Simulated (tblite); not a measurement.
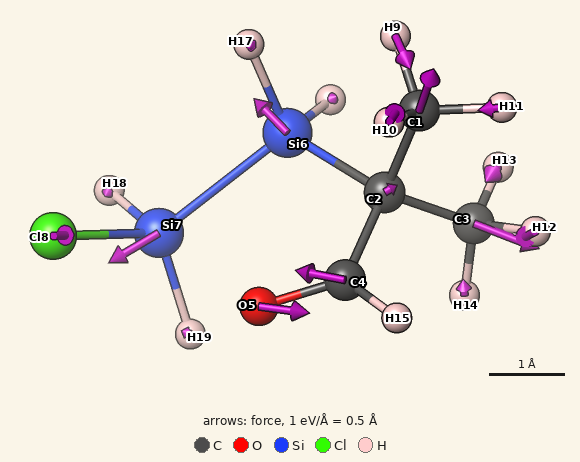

Starting geometry of C4H11ClOSi2 with the computed forces as purple arrows. A ball-and-stick model, seen at a tilt.

Theory: GFN2-xTB geometry optimisation, gas phase (tblite 0.8.0). 

What follows when this structure is relaxed?

Answer. It isn't relaxed: the largest force vector, on a C atom, is 1.93 eV/Å. The final displacements have little in common with the starting forces (cosine between the two patterns 0.18). After 164 geometry steps the energy has fallen by 79.7 kJ/mol. The atom that moves furthest after the best rigid fit is an H atom (1.32 Å). Largest moves by element: H 1.32 Å, Cl 0.80 Å, O 0.58 Å, Si 0.41 Å, C 0.38 Å. Near-neighbour distances that change, for instance: O–Si 2.704 → 3.042 Å, Si–Si 2.231 → 2.319 Å, C–Si 1.867 → 1.947 Å, Cl–Si 2.096 → 2.016 Å. Bond angles that change, for instance: C–C–Si 112.4° → 102.6°, Si–Si–H 108.0° → 116.0°, C–C–Si 104.9° → 112.1°. Groups turn about C–C by about 70°, C–C by about 40°, C–Si by about 35°.
